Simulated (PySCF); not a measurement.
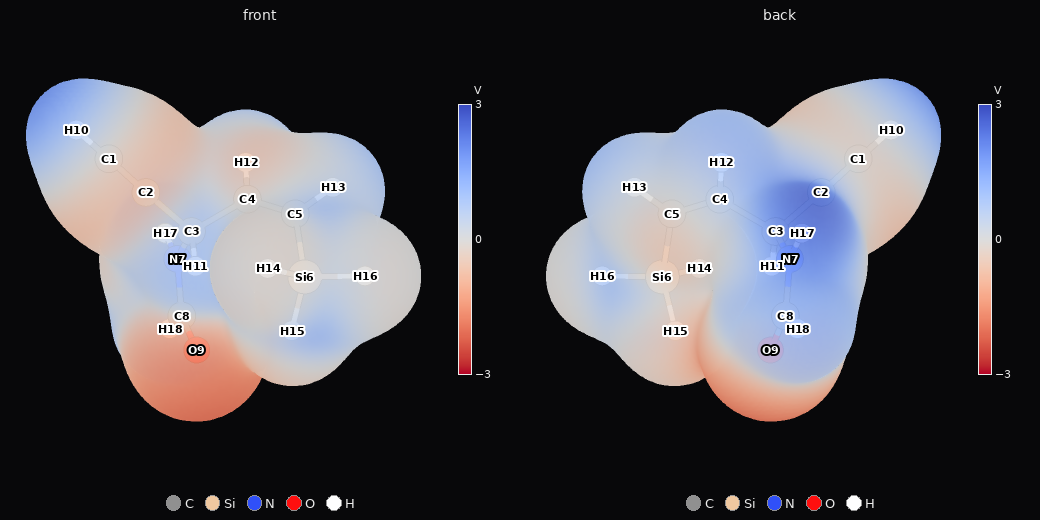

Figure. C6H9NOSi (SMILES C#C[C@H](/C=C\[SiH3])NC=O). The electrostatic potential painted on the density surface at 0.002 e/bohr³, seen from the front and from behind; the colour scale runs from red (negative) to blue (positive).

Geometry: GFN2-xTB.

Method: PySCF, PBE0/pcSseg-1, SCF density, gas phase, non-relativistic.

```tsv
atom	x (Å)	y (Å)	z (Å)
C	-1.0042	1.7154	2.6266
C	-0.7583	1.0316	1.6755
C	-0.4921	0.2535	0.4774
C	0.2678	1.0917	-0.5201
C	1.4173	0.7318	-1.0719
Si	2.3631	-0.8743	-0.7496
N	-1.7476	-0.2168	-0.1013
C	-1.9286	-1.4951	-0.4706
O	-1.1181	-2.3797	-0.3552
H	-1.1993	2.2932	3.4804
H	0.0809	-0.6446	0.7332
H	-0.2161	2.0310	-0.7695
H	1.8557	1.4195	-1.7857
H	2.7786	-0.9000	0.6577
H	1.5424	-2.0313	-1.0846
H	3.5558	-0.8294	-1.6010
H	-2.4703	0.4687	-0.2529
H	-2.9356	-1.6588	-0.9001
```

Q: Which sites attract a positive test charge, and which a negative one?

A: A positive charge is drawn to the negative regions and a negative charge to the positive ones. The most negative region (about −1.9 V) lies over O9, the most positive (about +2.3 V) over H17. O9 is the likeliest acceptor of a hydrogen bond.

Q: What dipole moment does the calculation give?

A: Its dipole moment is 3.76 D.
